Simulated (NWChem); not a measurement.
# One shape, several levels: GeF2 (SMILES [F][Ge][F])

We compute a comparison of 3 runs (HF/def2-TZVPP, MP2/def2-TZVPP, CCSD/def2-TZVPP) of GeF2. 

Program for the calculation: NWChem 7.3.0.

**1. The molecule**

GeF2: 3 atoms, total charge 0, spin state singlet. As SMILES, `[F][Ge][F]`. One bond was lengthened or shortened from a relaxed shape.

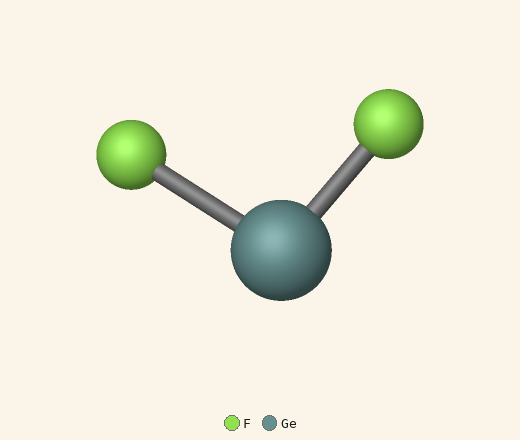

The structure, seen from a chosen angle (fluorine green, germanium teal).

**2. A single-point energy at HF/def2-TZVPP (run 1)**

a.nw reads:

```
START a
memory 2200 mb

GEOMETRY noautosym nocenter noautoz
   F       -0.872912      -1.222792      -0.620157
   Ge       0.637500      -0.295200       0.320200
   F        0.027600       1.332100       0.164100
END

BASIS "ao basis" spherical bse
   * library def2-TZVPP
END

SCF
   thresh 1e-08
   maxiter 80
END

TASK scf energy
```

The run is started by

```sh
$ nwchem a.nw > a.out
```

The log of the run:

```text
[...]
  functions       =   110
[...]
  wavefunction    = RHF
[...]
         Total SCF energy =  -2274.387444130631
      One-electron energy =  -3529.790997045778
      Two-electron energy =   1076.904890375921
 Nuclear repulsion energy =    178.498662539225
        Time for solution =     30.1s
[...]
```

Run time: 32 s. Hardware: 1 thread of AMD EPYC 9R14 (Zen 4), shared host; peak memory 0.11 GiB.

**3. The energy at MP2/def2-TZVPP (run 2)**

input.xyz reads:

```xyz
3
F2Ge energy
F     -0.872912    -1.222792    -0.620157
Ge     0.637500    -0.295200     0.320200
F      0.027600     1.332100     0.164100
```

input.nw reads:

```
start input
title "F2Ge energy"
memory 2200 mb

geometry units angstroms noautosym nocenter noautoz
   load format xyz input.xyz
end

basis spherical bse
   * library def2-TZVPP
end

scf
   thresh 1e-08
   maxiter 80
end

mp2
   freeze core 11
   tight
end

task mp2
```

The run is started by

```sh
$ nwchem input.nw > input.out
```

The log of the run:

```text
[...]
  functions       =   110
[...]
  wavefunction    = RHF
[...]
         Total SCF energy =  -2274.387444130534
      One-electron energy =  -3529.790997045221
      Two-electron energy =   1076.904890375461
 Nuclear repulsion energy =    178.498662539225
        Time for solution =     30.2s
[...]
          Total MP2 energy         -2275.121529055164
[...]
```

It took 37 s on 1 thread of AMD EPYC 9R14 (Zen 4), shared host; peak memory 0.38 GiB.

**4. The energy at CCSD/def2-TZVPP (run 3)**

run.py reads:

```python
from ase import Atoms
from ase.calculators.nwchem import NWChem

atoms = Atoms(['F', 'Ge', 'F'], positions=[
    [-0.872912, -1.222792, -0.620157],
    [0.637500, -0.295200, 0.320200],
    [0.027600, 1.332100, 0.164100],
])

calc = NWChem(
    label='f2ge',
    theory='ccsd',
    memory='2200 mb',
    basis='def2-TZVPP',
    basispar='spherical bse',
    scf={'nopen': '0', 'rhf': None, 'thresh': '1e-08', 'maxiter': '80'},
    ccsd={'freeze': 'core 11', 'maxiter': '60'},
    task='energy',
)
atoms.calc = calc

print(f"energy = {atoms.get_potential_energy():.6f} eV")
```

The run is started by

```sh
$ export ASE_NWCHEM_COMMAND="nwchem PREFIX.nwi > PREFIX.nwo"
$ python run.py
```

The log of the run:

```text
energy = -61909.070901 eV
```

The calculator wrote f2ge.nwi:

```
title "f2ge"

permanent_dir f2ge

scratch_dir f2ge

start f2ge

geometry units angstrom nocenter noautosym noautoz
  F  -8.7291200000000002e-01 -1.2227920000000001e+00 -6.2015699999999996e-01
  Ge 6.3749999999999996e-01 -2.9520000000000002e-01 3.2019999999999998e-01
  F  2.7600000000000000e-02 1.3321000000000001e+00 1.6410000000000000e-01
end

memory 2200 mb

basis spherical bse noprint
   * library def2-TZVPP
end

scf
  nopen 0
  rhf
  thresh 1e-08
  maxiter 80
end
ccsd
  freeze core 11
  maxiter 60
end

task ccsd energy
```

f2ge.nwo:

```text
Northwest Computational Chemistry Package (NWChem) 7.3.0
             --------------------------------------------------------

           Job information
           ---------------

    nwchem branch   = 7.3.0
    use scalapack   = T
    input           = f2ge.nwi
    prefix          = f2ge.
    data base       = f2ge/f2ge.db
    status          = startup
    nproc           =        1

           Memory information
           ------------------

    heap     =     72089598 doubles =      550.0 Mbytes
    stack    =     72089595 doubles =      550.0 Mbytes
    global   =    144179200 doubles =     1100.0 Mbytes (distinct from heap & stack)
    total    =    288358393 doubles =     2200.0 Mbytes
    verify   = yes
    hardfail = no

           Directory information
           ---------------------

  0 permanent = f2ge
  0 scratch   = f2ge

                                NWChem Input Module
                                -------------------

                                       f2ge
                                       ----

[... 91 lines left out ...]
 Convergence threshold     :          1.000E-08
[... 12 lines left out ...]
       Final RHF  results
[... 3 lines left out ...]
      One-electron energy =  -3529.790997045161
[... 1 line left out ...]
 Nuclear repulsion energy =    178.498662539225
[... 43 lines left out ...]
                       ROHF Final Molecular Orbital Analysis
[... 222 lines left out ...]
 MP2 Corr. energy:             -0.734084924627617
[... 22 lines left out ...]
  Failed reading restart vector from f2ge/f2ge.t2
[... 3 lines left out ...]
             energy      energy      error      ampl     ampl      Block
[... 6 lines left out ...]
                  *************converged*************
[... 1 line left out ...]
 -----------
 CCSD Energy
 -----------
 Reference energy:           -2274.387444130606582
 CCSD corr. energy:             -0.728966537071370
 Total CCSD energy:          -2275.116410667677883

 --------------------------------
 Spin Component Scaled (SCS) CCSD
 --------------------------------
 Same spin contribution:                 -0.180676480704973
 Same spin scaling factor:                1.130000000000000
 Opposite spin contribution:             -0.548290056366398
 Opposite spin scaling fact.:             1.270000000000000
 SCS-CCSD correlation energy:            -0.900492794781944
 Total SCS-CCSD energy:               -2275.287936925388749

 routine      calls  cpu(0)   cpu-min  cpu-ave  cpu-max   i/o
 aoccsd          1     0.03     0.03     0.03     0.03    0.00
 iterdrv         1     0.05     0.05     0.05     0.05    0.00
 pampt          14     0.25     0.25     0.25     0.25    0.00
[... 9 lines of this table left out ...]
 Total               182.50   182.50   182.50   182.50    0.00

 Task  times  cpu:      220.9s     wall:      220.9s
 Total times  cpu:      220.9s     wall:      220.9s
```

Wall time 3.7 min (1 thread of AMD EPYC 9R14 (Zen 4), shared host); peak memory 0.35 GiB.

**5. Overview of the runs**

| run | level | module | frozen core orbitals | energy (Eh) | HOMO energy (eV) | LUMO energy (eV) | HOMO–LUMO gap (eV) | wall time |
| --- | --- | --- | --- | --- | --- | --- | --- | --- |
| 1 | HF/def2-TZVPP | scf | – | -2274.387444 | -12.34 | -0.14 | 12.20 | 32 s |
| 2 | MP2/def2-TZVPP | mp2 | 11 | -2275.121529 | -12.34 | -0.14 | 12.20 | 37 s |
| 3 | CCSD/def2-TZVPP | ccsd | 11 | -2275.116411 | -12.34 | -0.14 | 12.20 | 3.7 min |

**6. Results**

```
                                           quantity           value
                                run 3: total energy  -2275.11641 Eh
         run 3: HOMO energy (Hartree–Fock orbitals)       -12.34 eV
         run 3: LUMO energy (Hartree–Fock orbitals)        -0.14 eV
       run 3: HOMO–LUMO gap (Hartree–Fock orbitals)        12.20 eV
run 3: correlation energy (11 core orbitals frozen)      -729.0 mEh
```

Below the HF energy at the same shape and in the same basis (def2-TZVPP): MP2 -734.1 mEh; CCSD -729.0 mEh. All runs together took 4.8 min, the longest 3.7 min.
